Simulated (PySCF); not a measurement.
GeH4N, doublet, SMILES `[NH2][GeH2]`.

PySCF calculation, TPSSh/6-311G**, gas phase; geometry: GFN2-xTB. No frequency check shows the geometry to be a minimum. The stability of the open-shell solution wasn't checked. GFN2-xTB bond lengths at metals and heavier atoms can be off by up to 0.1 Å and shapes distorted, which carries into these values. GFN2-xTB doesn't know the spin state, so this open-shell geometry is rough.

Coordinates in Å:

```
N1       1.4343    0.0002   -0.1068
Ge2     -0.3925   -0.0000    0.0660
H3       1.9489    0.8191    0.1822
H4       1.9484   -0.8205    0.1818
H5      -0.6900   -1.2241   -0.8640
H6      -0.6892    1.2250   -0.8633
```

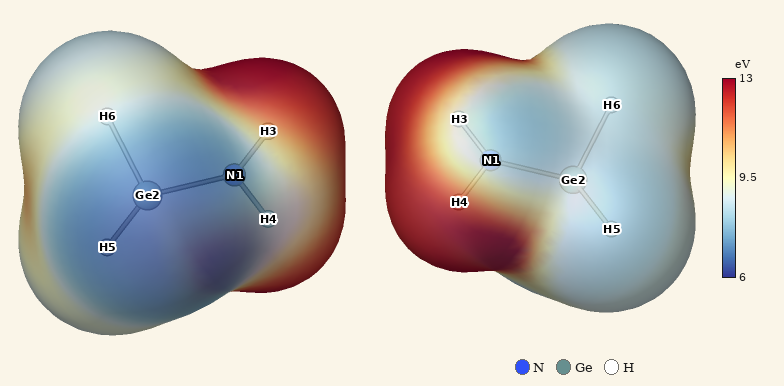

Average local ionisation energy on the surface of electron density 0.001 a.u. (back view left, front view right).

Locate the minima of the map.

Answer. The lowest value is 6.4 eV, 2.4 Å from Ge2. Further minima include 7.8 eV, 1.9 Å from N1; 8.2 eV, 1.6 Å from H6, and at like points elsewhere. For comparison, the highest occupied orbital lies at −5.3 eV.

What volume does the surface enclose, and what is the dipole moment?

Answer. About 78 Å³; the dipole moment is 1.8 D.
